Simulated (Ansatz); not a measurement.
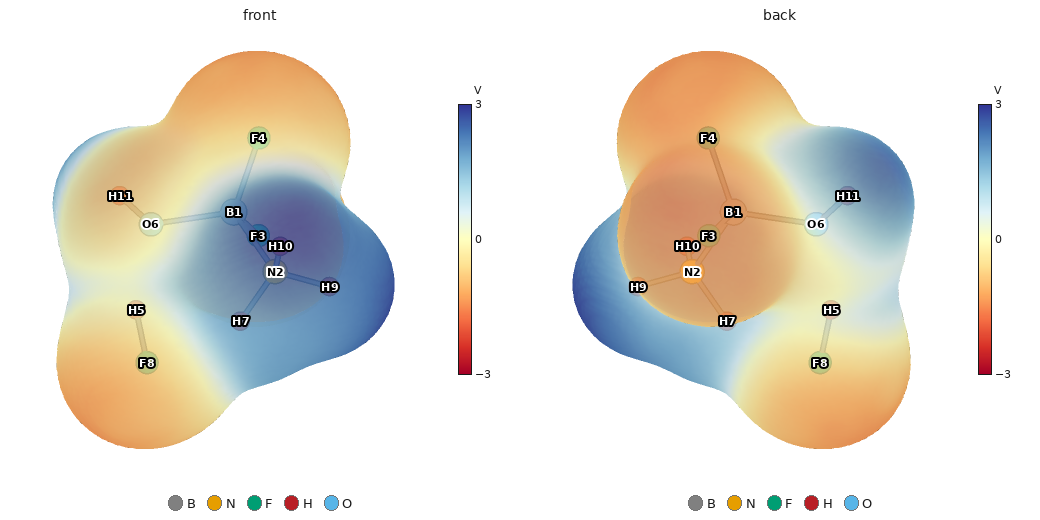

*BF2H4NO···HF. The electrostatic potential painted on the density surface at 0.002 e/bohr³, seen from the front and from behind; red is negative and blue positive.*

Theory: Ansatz, RKS PBE0/def2-SVP.

```xyz
11

B    -0.1803   -0.8686    0.1494
N    -0.9397    0.4434   -0.4457
F     0.2359   -1.5909   -0.9451
F    -1.0986   -1.5487    0.9123
H     1.4287    0.9453    0.2241
O     0.9073   -0.2987    0.9192
H    -0.2241    1.1665   -0.6474
F     1.4235    1.7282   -0.3514
H    -1.4339    0.1942   -1.3028
H    -1.6098    0.8134    0.2283
H     1.4909   -0.9842    1.2591
```

> Describe the electrostatic potential map.

The most negative region (about −1.4 V) lies over F3 and F4, the most positive (about +2.8 V) over H9 and H10.
